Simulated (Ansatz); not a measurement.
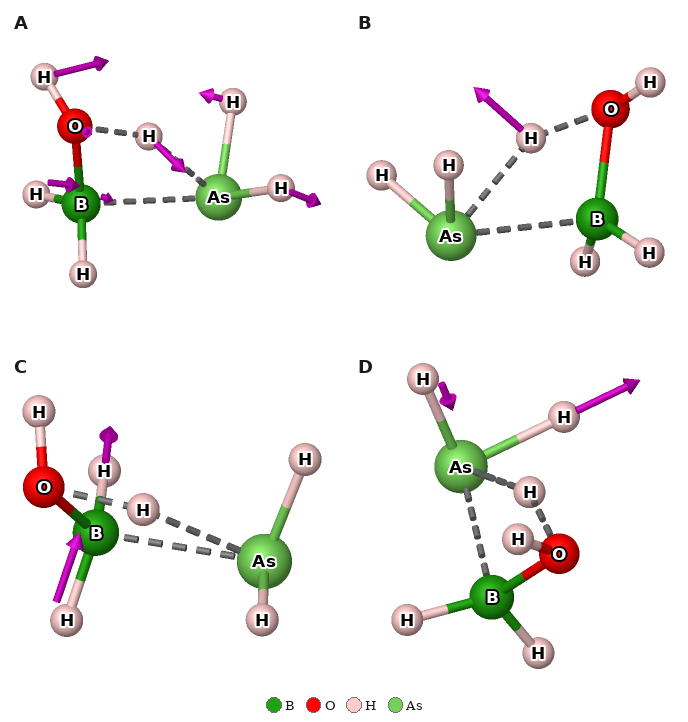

4 normal modes of one molecule or complex, as arrows. Broken sticks mark bonds that form or break. Harmonic vibrations computed with RKS PBE0-D4/def2-TZVP (Ansatz 0.2.0) at a stationary point of the same level. It is a saddle point of order 1.

Match the panels to the wavenumbers 362 cm⁻¹, 1632 cm⁻¹, 2224 cm⁻¹, 2654 cm⁻¹.

A: 362 cm⁻¹
B: 1632 cm⁻¹
C: 2654 cm⁻¹
D: 2224 cm⁻¹
